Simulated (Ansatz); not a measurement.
Take Ga₂S₃ (space group Imm2, No. 44; a = 3.649 Å, b = 11.025 Å, c = 5.291 Å; a cell from a computed database, its experimental status unchecked) as the base.

The same geometry is solved again with r2SCAN.

Levels (all Ansatz, an electronic-structure program, PAW): r2SCAN (500 eV, no spin-orbit coupling); PBEsol (420 eV, without spin-orbit coupling).

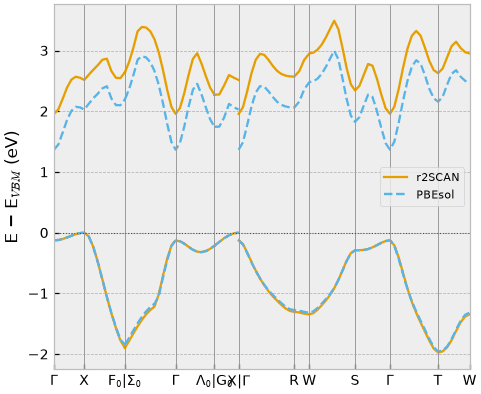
Highest valence and lowest conduction band along the path, each from its own valence-band maximum

### Question
From the figure, how large is the r2SCAN gap, and is it direct?

### Answer
About 2.0 eV, indirect, X → Γ.

Single points use the geometry relaxed with PBEsol. Whether these cells are dynamically stable was not tested.
